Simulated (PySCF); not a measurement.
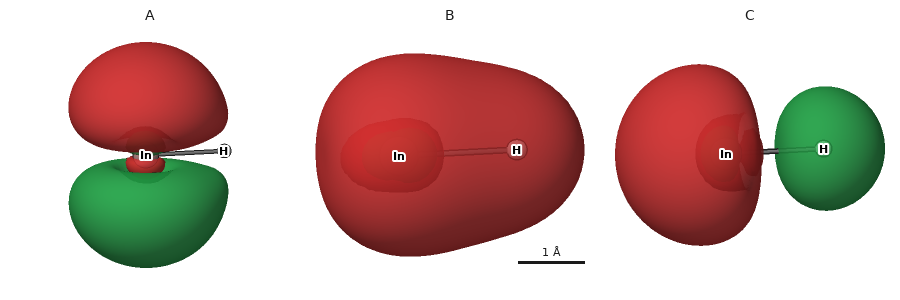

Figure 1: InH (charge +1, doublet). Three frontier α-spin orbitals, each drawn at the value that holds 80 % of its norm (green and red are the two phases), in no order; of a degenerate pair one member is drawn.

Core potentials replace the inner electrons of In.

These are results of PBE0/cc-pVTZ(-PP), non-relativistic Hamiltonian with scalar-relativistic core potentials where named, at a bond length of 1.866 Å (PySCF 2.14.0), not measurements.

Name the orbitals and rank them from lowest to highest energy.

Orbital B: σ, occupied in this spin, −17.99 eV; shared between the atoms (In 65 %, H 35 %).
Orbital C: σ, occupied in this spin, −13.81 eV; mainly on In (70 %).
Orbital A: π, empty in this spin, −7.89 eV; almost wholly on In.
